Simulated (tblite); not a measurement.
# CH$_{7}$NO$_{3}$Si: geometry relaxation (part 1 of 2)

The run: geometry relaxation of CH$_{7}$NO$_{3}$Si, SMILES OC(O)(O)N[SiH3]. Method and program: GFN2-xTB geometry optimisation, gas phase (tblite 0.8.0).

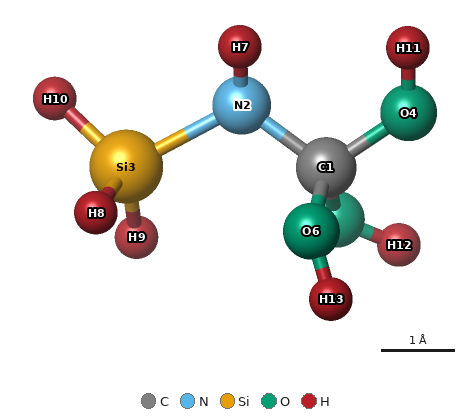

Fig. 1: The starting structure (ball-and-stick view, seen at a tilt; atoms are numbered from 1 in the order of the input). Bond lengths as drawn: C–N 1.45 Å, C–O 1.38 to 1.39 Å, H–N 1.03 Å, H–O 0.97 to 0.99 Å, H–Si 1.42 Å and N–Si 1.82 Å.

## Key numbers

| quantity | value |
| --- | --- |
| outcome | converged |
| total energy | −615.2810 eV |
| hardware | 1 CPU thread, shared host |
| wall time | 2.6 s |
| peak memory | 0.17 GiB |

## The input
```
{"job": {"kind": "relax", "xc": "GFN2-xTB", "basis": "xTB"}, "charge": 0, "multiplicity": 1}
C     -0.512982     0.251037     0.257523
N     -1.608412    -0.390939    -0.447871
Si    -1.158702    -1.313654    -1.953549
O     -0.975949     0.892930     1.392320
O      0.071741     1.164656    -0.593763
O      0.419747    -0.712533     0.608909
H     -2.318715    -0.837172     0.155837
H     -0.491838    -2.517281    -1.597404
H     -0.305837    -0.519402    -2.770242
H     -2.325158    -1.629978    -2.695547
H     -1.796955     0.632102     1.873661
H      0.562381     1.949315    -0.271892
H      1.386022    -0.603256     0.592144
```

The first line tells a small driver script what to run in tblite; the rest is the geometry in Å.

Launch command:
```bash
OMP_NUM_THREADS=1 python <driver script> task.json out
```

## The program's output
```
step      E/eV     max force
  0    -614.42357    2.310
  1    -614.64218    0.954
  2    -614.78091    0.846
  3    -614.85640    0.957
  4    -614.94782    0.591
  5    -614.98404    0.562
  6    -615.01946    0.562
  7    -615.04400    0.469
  8    -615.06395    0.356
  9    -615.07568    0.335
 10    -615.08439    0.294
 11    -615.09017    0.212
 12    -615.09383    0.155
 13    -615.09656    0.139
 14    -615.09942    0.186
 15    -615.10284    0.215
 16    -615.10703    0.196
 17    -615.11191    0.179
 18    -615.11670    0.196
 19    -615.12096    0.174
 20    -615.12495    0.174
 21    -615.12995    0.243
 22    -615.13553    0.364
 23    -615.14323    0.333
 24    -615.14986    0.203
 25    -615.15523    0.177
 26    -615.15730    0.307
 27    -615.16239    0.349
 28    -615.17155    0.253
 29    -615.17551    0.286
 30    -615.17956    0.299
 31    -615.17690    0.710
 32    -615.18429    0.127
 33    -615.18622    0.120
 34    -615.19115    0.218
 35    -615.19284    0.128
 36    -615.19799    0.145
 37    -615.20264    0.140
 38    -615.20555    0.196
 39    -615.20680    0.252
 40    -615.20991    0.165
 41    -615.21393    0.178
 42    -615.21814    0.180
 43    -615.22088    0.110
 44    -615.22184    0.078
 45    -615.22239    0.166
 46    -615.22318    0.132
 47    -615.22534    0.113
 48    -615.22755    0.083
 49    -615.22859    0.051
 50    -615.22892    0.045
 51    -615.22917    0.053
 52    -615.22955    0.054
 53    -615.22985    0.060
 54    -615.23009    0.057
 55    -615.23024    0.040
 56    -615.23047    0.032
 57    -615.23066    0.033
 58    -615.23085    0.022
 59    -615.23094    0.024
 60    -615.23100    0.027
 61    -615.23108    0.028
 62    -615.23118    0.027
 63    -615.23131    0.028
 64    -615.23145    0.032
 65    -615.23160    0.033
 66    -615.23174    0.024
 67    -615.23183    0.017
 68    -615.23188    0.017
 69    -615.23193    0.026
 70    -615.23201    0.034
 71    -615.23216    0.039
 72    -615.23241    0.037
 73    -615.23273    0.038
 74    -615.23308    0.053
 75    -615.23348    0.066
 76    -615.23397    0.069
 77    -615.23450    0.055
 78    -615.23486    0.057
 79    -615.23437    0.216
 80    -615.23515    0.031
 81    -615.23523    0.034
 82    -615.23553    0.048
 83    -615.23569    0.041
 84    -615.23602    0.068
 85    -615.23642    0.073
 86    -615.23580    0.280
 87    -615.23702    0.060
 88    -615.23741    0.062
 89    -615.23574    0.456
 90    -615.23866    0.066
 91    -615.23931    0.051
 92    -615.23688    0.432
 93    -615.24021    0.041
 94    -615.24074    0.043
 95    -615.23815    0.388
 96    -615.24161    0.050
 97    -615.24207    0.062
 98    -615.24211    0.209
 99    -615.24316    0.059
100    -615.24350    0.056
101    -615.24422    0.066
102    -615.24442    0.028
103    -615.24455    0.023
104    -615.24466    0.024
105    -615.24481    0.029
106    -615.24491    0.042
107    -615.24504    0.059
108    -615.24519    0.063
109    -615.24537    0.058
110    -615.24558    0.052
111    -615.24578    0.037
112    -615.24591    0.041
113    -615.24601    0.030
114    -615.24611    0.039
115    -615.24625    0.054
116    -615.24639    0.078
117    -615.24658    0.090
118    -615.24688    0.108
119    -615.24743    0.125
120    -615.24828    0.206
121    -615.24879    0.158
122    -615.23686    1.095
123    -615.25085    0.102
124    -615.25157    0.069
125    -615.25304    0.071
126    -615.23938    1.045
127    -615.25427    0.055
128    -615.25502    0.049
129    -615.24424    0.957
130    -615.25632    0.050
131    -615.25710    0.051
132    -615.25379    0.658
133    -615.25850    0.060
134    -615.25919    0.078
135    -615.25937    0.418
136    -615.26092    0.103
137    -615.26158    0.089
138    -615.26354    0.194
139    -615.26430    0.112
140    -615.26465    0.071
141    -615.26543    0.071
142    -615.26625    0.136
143    -615.26735    0.057
144    -615.26797    0.067
145    -615.26840    0.063
146    -615.26900    0.072
147    -615.26968    0.073
148    -615.27031    0.064
149    -615.27063    0.125
150    -615.27113    0.071
151    -615.27147    0.045
152    -615.27190    0.053
153    -615.27219    0.071
154    -615.27268    0.070
155    -615.27312    0.076
156    -615.27334    0.075
157    -615.27380    0.069
158    -615.27409    0.074
159    -615.27440    0.043
160    -615.27450    0.031
161    -615.27467    0.030
162    -615.27476    0.035
163    -615.27485    0.025
164    -615.27492    0.020
165    -615.27498    0.021
166    -615.27503    0.025
167    -615.27507    0.024
168    -615.27513    0.025
169    -615.27522    0.033
170    -615.27534    0.031
171    -615.27546    0.044
172    -615.27559    0.051
173    -615.27571    0.071
174    -615.27583    0.057
175    -615.27598    0.063
176    -615.27619    0.048
177    -615.27648    0.054
178    -615.27658    0.087
179    -615.27675    0.099
180    -615.27690    0.031
181    -615.27701    0.023
182    -615.27711    0.025
183    -615.27722    0.023
184    -615.27730    0.024
185    -615.27738    0.028
186    -615.27747    0.024
187    -615.27760    0.027
188    -615.27773    0.030
189    -615.27782    0.026
190    -615.27788    0.026
191    -615.27795    0.020
192    -615.27804    0.031
193    -615.27814    0.037
194    -615.27828    0.042
195    -615.27845    0.043
196    -615.27863    0.040
197    -615.27879    0.038
198    -615.27896    0.038
199    -615.27910    0.033
200    -615.27927    0.040
201    -615.27927    0.040
202    -615.28094    0.049
203    -615.28105    0.007
```

## Trajectory as extended XYZ (Å, eV, eV/Å), 27 frames, from step=0 to step=203
```
13
Properties=species:S:1:pos:R:3:forces:R:3 step=0 energy=-614.42357
C    -0.5130    0.2510    0.2575   -0.7100  -0.1650  -0.2020
N    -1.6084   -0.3909   -0.4479    0.4800  -0.5400  -0.9000
Si   -1.1587   -1.3137   -1.9535   -0.1950   1.2660   1.9230
O    -0.9759    0.8929    1.3923   -0.1140   0.8370   0.8800
O     0.0717    1.1647   -0.5938   -0.0390   0.3650  -0.8280
O     0.4197   -0.7125    0.6089    0.1400  -1.5110   0.5360
H    -2.3187   -0.8372    0.1558    0.9550   0.4800  -0.4250
H    -0.4918   -2.5173   -1.5974    0.4700  -0.8800   0.2750
H    -0.3058   -0.5194   -2.7702    0.4710   0.5750  -0.3140
H    -2.3252   -1.6300   -2.6955   -1.0150  -0.1040  -0.2400
H    -1.7970    0.6321    1.8737    0.8720  -0.3240  -1.1080
H     0.5624    1.9493   -0.2719   -0.6530  -0.8660   0.6160
H     1.3860   -0.6033    0.5921   -0.6620   0.8680  -0.2130
13
Properties=species:S:1:pos:R:3:forces:R:3 step=8 energy=-615.06395
C    -0.5272    0.2203    0.2064    0.0060   0.0420  -0.1260
N    -1.5989   -0.3745   -0.5040    0.1060  -0.0090   0.1620
Si   -1.1300   -1.2974   -1.9178   -0.0330   0.1660   0.2330
O    -0.9169    0.9547    1.3221   -0.2850   0.0880  -0.1940
O     0.1079    1.0927   -0.6451    0.2610   0.0510  -0.0460
O     0.3652   -0.7688    0.6468    0.1110  -0.2790  -0.1130
H    -2.2432   -0.8123    0.1390   -0.0040  -0.0770  -0.1470
H    -0.4686   -2.5511   -1.5665    0.1060  -0.1060   0.0290
H    -0.2816   -0.4510   -2.7351    0.0770   0.0810  -0.0070
H    -2.3918   -1.5771   -2.5772   -0.2740  -0.0170   0.0000
H    -1.6887    0.5509    1.7240   -0.0560  -0.0150   0.1610
H     0.4514    1.8222   -0.1142   -0.0490   0.0700  -0.0150
H     1.2678   -0.4428    0.5719    0.0340   0.0020   0.0610
13
Properties=species:S:1:pos:R:3:forces:R:3 step=16 energy=-615.10703
C    -0.5156    0.2150    0.1905    0.0350   0.0400  -0.1180
N    -1.5783   -0.3768   -0.5270   -0.0120   0.0550   0.0720
Si   -1.1395   -1.3051   -1.9315    0.0160   0.0840   0.1030
O    -0.9661    0.9864    1.2592    0.0510  -0.1170  -0.0050
O     0.1818    1.0712   -0.6308    0.0940   0.0860  -0.1150
O     0.3601   -0.7898    0.6391   -0.0330   0.0010   0.1930
H    -2.2245   -0.8250    0.1031   -0.0460  -0.0110   0.0040
H    -0.4507   -2.5462   -1.5720    0.0190  -0.0930  -0.0540
H    -0.2796   -0.4342   -2.7096    0.0240   0.0280  -0.1280
H    -2.4517   -1.5622   -2.5168   -0.0440  -0.0430  -0.0360
H    -1.6577    0.5259    1.7438    0.0290  -0.0200   0.0480
H     0.4042    1.8566   -0.1149   -0.0900   0.0320  -0.0270
H     1.2630   -0.4499    0.6170   -0.0430  -0.0420   0.0630
13
Properties=species:S:1:pos:R:3:forces:R:3 step=24 energy=-615.14986
C    -0.4802    0.2285    0.2045   -0.1650  -0.0180  -0.0970
N    -1.5410   -0.3517   -0.5407    0.0770  -0.1440  -0.0970
Si   -1.1384   -1.2892   -1.9537    0.0290  -0.0070   0.0220
O    -0.9816    1.0251    1.2313   -0.0160  -0.0940   0.0420
O     0.2826    1.0493   -0.5957    0.0480   0.0480   0.1550
O     0.3108   -0.7905    0.7476    0.0450  -0.1130   0.0200
H    -2.2089   -0.8004    0.0719    0.0640   0.0990  -0.0220
H    -0.4506   -2.5637   -1.6685   -0.0100   0.1270   0.0110
H    -0.3091   -0.4401   -2.8030   -0.0800  -0.0260   0.0370
H    -2.4746   -1.5881   -2.4774    0.0290   0.0470  -0.0150
H    -1.5438    0.4776    1.7913    0.0340   0.1360   0.0790
H     0.2419    1.9395   -0.2144   -0.0420  -0.1520  -0.1280
H     1.2383   -0.5304    0.7570   -0.0130   0.0990  -0.0070
13
Properties=species:S:1:pos:R:3:forces:R:3 step=32 energy=-615.18429
C    -0.4617    0.1998    0.2317   -0.0450   0.0380  -0.0240
N    -1.4966   -0.3573   -0.5606   -0.0290   0.0170   0.0100
Si   -1.1323   -1.2853   -1.9835    0.0000   0.0220   0.0640
O    -0.9996    1.0243    1.2242    0.0210   0.0200   0.0590
O     0.3717    1.0081   -0.5120    0.0100  -0.0830  -0.0130
O     0.2915   -0.8218    0.8059    0.0150   0.0390   0.0180
H    -2.2056   -0.7398    0.0455   -0.0890  -0.0380  -0.0820
H    -0.4279   -2.5455   -1.7238    0.0610   0.0120   0.0320
H    -0.3636   -0.4375   -2.8836    0.0190   0.0580   0.0340
H    -2.4735   -1.5825   -2.4820   -0.0630   0.0170  -0.0150
H    -1.4610    0.5073    1.8933    0.0330  -0.0490  -0.0460
H     0.0979    1.9207   -0.3579   -0.0210  -0.0350  -0.0840
H     1.2062   -0.5247    0.8530    0.0860  -0.0180   0.0470
13
Properties=species:S:1:pos:R:3:forces:R:3 step=40 energy=-615.20991
C    -0.4535    0.1756    0.2664   -0.0480   0.0330  -0.0160
N    -1.4863   -0.3594   -0.5458   -0.0050   0.0100  -0.0420
Si   -1.1242   -1.2578   -1.9812    0.0360  -0.0040  -0.0080
O    -0.9910    1.0166    1.2460   -0.0350  -0.0120   0.0150
O     0.4047    0.9541   -0.4832   -0.0520  -0.0070  -0.0070
O     0.2916   -0.8368    0.8623   -0.0420   0.0530  -0.0820
H    -2.2748   -0.6935   -0.0169    0.0440   0.0580   0.1480
H    -0.3718   -2.4875   -1.7341    0.0460  -0.0510   0.0190
H    -0.4026   -0.3907   -2.8976    0.0950   0.1170  -0.0180
H    -2.4617   -1.5530   -2.4879   -0.0780  -0.0360   0.0100
H    -1.3824    0.4895    1.9495   -0.0080  -0.0250   0.0200
H    -0.0009    1.8259   -0.5746    0.0400  -0.0890  -0.0570
H     1.1981   -0.5171    0.9471    0.0070  -0.0490   0.0180
13
Properties=species:S:1:pos:R:3:forces:R:3 step=48 energy=-615.22755
C    -0.4612    0.1700    0.2706   -0.0140   0.0000  -0.0310
N    -1.5046   -0.3423   -0.5388   -0.0060  -0.0300  -0.0140
Si   -1.1180   -1.2340   -1.9722    0.0770   0.0220  -0.0210
O    -0.9923    1.0064    1.2578    0.0200   0.0160   0.0480
O     0.4113    0.9215   -0.4842   -0.0090   0.0800  -0.0030
O     0.2714   -0.8550    0.8542   -0.0250  -0.0230   0.0170
H    -2.2910   -0.6531    0.0063   -0.0050  -0.0180   0.0440
H    -0.3170   -2.4383   -1.7355   -0.0220  -0.0100   0.0130
H    -0.3934   -0.3213   -2.8514    0.0030   0.0280  -0.0210
H    -2.4495   -1.5532   -2.4836   -0.0180  -0.0280   0.0020
H    -1.3414    0.4667    1.9750    0.0000   0.0170   0.0070
H    -0.0410    1.7337   -0.7407    0.0260  -0.0280  -0.0220
H     1.1721   -0.5353    0.9927   -0.0270  -0.0260  -0.0180
13
Properties=species:S:1:pos:R:3:forces:R:3 step=56 energy=-615.23047
C    -0.4654    0.1731    0.2734   -0.0070  -0.0040  -0.0070
N    -1.5134   -0.3324   -0.5366   -0.0020   0.0110  -0.0110
Si   -1.1108   -1.2216   -1.9699    0.0280   0.0160   0.0020
O    -0.9809    1.0102    1.2689   -0.0140   0.0020  -0.0030
O     0.4131    0.9217   -0.4782   -0.0050  -0.0170  -0.0180
O     0.2546   -0.8654    0.8484   -0.0040   0.0020   0.0170
H    -2.2903   -0.6601    0.0138    0.0150  -0.0070   0.0150
H    -0.3063   -2.4236   -1.7319   -0.0050   0.0110   0.0090
H    -0.3943   -0.2940   -2.8419   -0.0070   0.0020  -0.0160
H    -2.4362   -1.5645   -2.4853   -0.0020  -0.0010   0.0060
H    -1.3308    0.4729    1.9870   -0.0060   0.0010   0.0110
H    -0.0508    1.7053   -0.7929    0.0030   0.0000   0.0010
H     1.1567   -0.5557    0.9953    0.0060  -0.0150  -0.0060
13
Properties=species:S:1:pos:R:3:forces:R:3 step=64 energy=-615.23145
C    -0.4689    0.1761    0.2757   -0.0080  -0.0240   0.0000
N    -1.5164   -0.3265   -0.5365   -0.0210   0.0020  -0.0010
Si   -1.1066   -1.2119   -1.9706    0.0000   0.0010   0.0010
O    -0.9846    1.0168    1.2689    0.0040  -0.0020  -0.0200
O     0.4144    0.9136   -0.4806   -0.0190   0.0140   0.0210
O     0.2418   -0.8650    0.8577    0.0110  -0.0210   0.0210
H    -2.2795   -0.6784    0.0182   -0.0110   0.0010   0.0110
H    -0.2991   -2.4084   -1.7214    0.0170  -0.0010  -0.0040
H    -0.4006   -0.2865   -2.8528   -0.0010   0.0100  -0.0030
H    -2.4300   -1.5667   -2.4820   -0.0070  -0.0020  -0.0010
H    -1.3293    0.4809    1.9915    0.0090   0.0160  -0.0170
H    -0.0487    1.6953   -0.8012    0.0180   0.0060  -0.0040
H     1.1528   -0.5734    0.9832    0.0070   0.0020  -0.0040
13
Properties=species:S:1:pos:R:3:forces:R:3 step=72 energy=-615.23241
C    -0.4751    0.1729    0.2783    0.0000   0.0050   0.0160
N    -1.5224   -0.3355   -0.5311   -0.0010   0.0220   0.0010
Si   -1.1048   -1.2054   -1.9723   -0.0330  -0.0110   0.0010
O    -0.9917    1.0282    1.2568   -0.0030   0.0110   0.0060
O     0.4163    0.8999   -0.4790    0.0020  -0.0320  -0.0190
O     0.2285   -0.8645    0.8777    0.0130  -0.0090   0.0080
H    -2.2790   -0.6946    0.0295    0.0150   0.0050  -0.0320
H    -0.2751   -2.3872   -1.7229    0.0090  -0.0020  -0.0180
H    -0.4145   -0.2716   -2.8601   -0.0140   0.0050   0.0180
H    -2.4273   -1.5756   -2.4797    0.0250  -0.0040   0.0070
H    -1.3290    0.5047    1.9911   -0.0010   0.0030   0.0020
H    -0.0318    1.6903   -0.7999   -0.0040  -0.0090   0.0130
H     1.1513   -0.5957    0.9615   -0.0090   0.0140  -0.0030
13
Properties=species:S:1:pos:R:3:forces:R:3 step=80 energy=-615.23515
C    -0.4932    0.1622    0.2985    0.0090   0.0020  -0.0050
N    -1.5333   -0.3584   -0.5126   -0.0020   0.0010   0.0000
Si   -1.0964   -1.1819   -1.9734   -0.0260   0.0040  -0.0130
O    -1.0074    1.0755    1.2225   -0.0010  -0.0160  -0.0010
O     0.4267    0.8252   -0.4843    0.0190  -0.0020   0.0200
O     0.1814   -0.8561    0.9651    0.0060   0.0210  -0.0080
H    -2.2883   -0.7308    0.0393   -0.0020  -0.0090   0.0030
H    -0.1783   -2.3073   -1.7734    0.0030   0.0110   0.0040
H    -0.4950   -0.1872   -2.8593   -0.0030   0.0020  -0.0160
H    -2.3977   -1.6338   -2.4634    0.0000  -0.0140   0.0100
H    -1.3128    0.6026    2.0040    0.0120  -0.0040  -0.0190
H     0.0130    1.6292   -0.8171    0.0070   0.0030   0.0030
H     1.1266   -0.6731    0.9043   -0.0210   0.0010   0.0220
```
